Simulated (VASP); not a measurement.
NaGeF3

```
CELL_PARAMETERS angstrom
4.13026 0.00000 0.00000
0.00000 4.13026 0.00000
0.00000 0.00000 4.13026
ATOMIC_POSITIONS crystal
Na 0.00000 0.00000 0.00000
Ge 0.50000 0.50000 0.50000
F 0.50000 0.50000 0.00000
F 0.50000 0.00000 0.50000
F 0.00000 0.50000 0.50000
```

Space group Pm-3m; started from the cubic perovskite prototype, which need not be the ambient phase; changed on purpose from its base cell (hydrostatic strain -5.0%); computed pressure about 12 GPa in this cell.

These are results of DFT, r2SCAN, plane waves, PAW in VASP 6.6.1, not measurements.

Question: Predict the valence pseudo-density and electron localisation function between the atoms.

Answer: Ge–F (2.07 Å): the density is about 0.48 e/Å³ at the midpoint; the ELF is about 0.25 at the midpoint: no shared electron pair shows on this line.
Na–F (2.92 Å): ρ is about 0.04 e/Å³ halfway, with its minimum of 0.03 e/Å³ about 1.3 Å from Na; the ELF is about 0.05 at the midpoint: no localised pair shows between them.

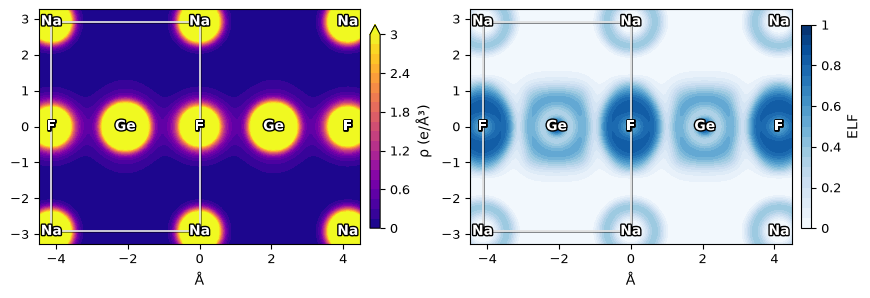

Computed valence pseudo-density and electron localisation function on the (011̄) plane of the conventional cell, in this order. 
